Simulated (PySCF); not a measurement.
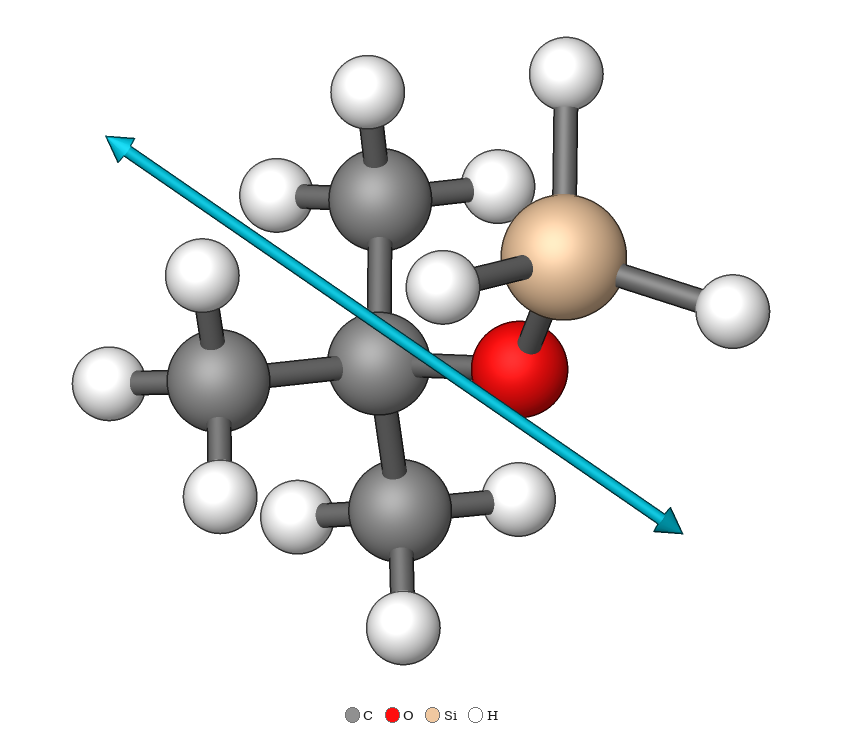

The double arrow shows the direction of the transition dipole to excited singlet state 9 (its length means nothing). The computed structure is the end point of a PBE0-D3(BJ)/def2-SVP optimisation. No frequency run is at hand to confirm it as a minimum. Properties computed with TDDFT PBE0/def2-SVPD, vertical, gas phase, core orbitals frozen in the response (PySCF 2.14.0).

Give its energy, strength and character.

Answer. 8.64 eV (143 nm), oscillator strength 0.061, mainly HOMO−1 → LUMO+3 (weight 0.62); transition dipole 1.36 D.
